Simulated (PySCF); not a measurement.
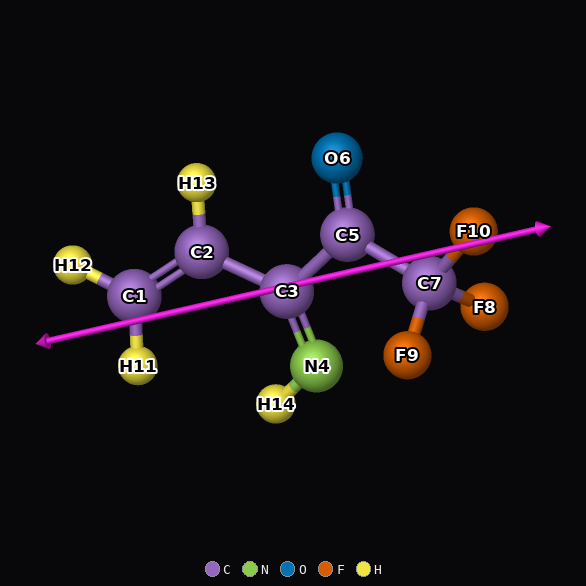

The double arrow shows the direction of the transition dipole to excited singlet state 5 (its length means nothing). The geometry was computed by an optimisation with GFN2-xTB. No frequency run is at hand to confirm it as a minimum. Method: TDDFT ωB97X-D/def2-SVPD, vertical, gas phase, core orbitals frozen in the response (PySCF 2.14.0).

> How is the transition polarised?

Close to the long direction C1···F10.

> Give its energy, strength and character.

6.79 eV (183 nm), oscillator strength 0.24, mainly HOMO−1 → LUMO+1 (weight 0.95); transition dipole 3.05 D.
